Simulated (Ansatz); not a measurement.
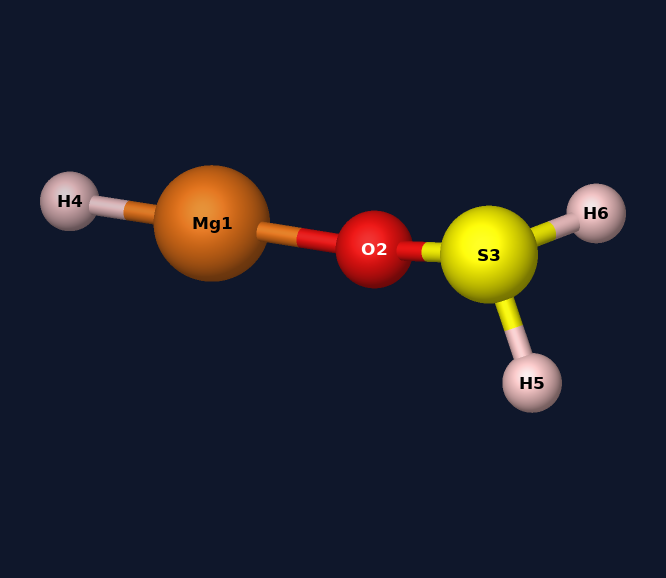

The atoms are numbered. Charge +1, singlet. Computed geometry: PBE0-D4/def2-TZVP optimisation. No frequency run is at hand to confirm it as a minimum.

Give the bond lengths.

```tsv
bond	length (Å)
Mg1–O2	1.895
Mg1–H4	1.662
O2–S3	1.520
S3–H5	1.364
S3–H6	1.364
```
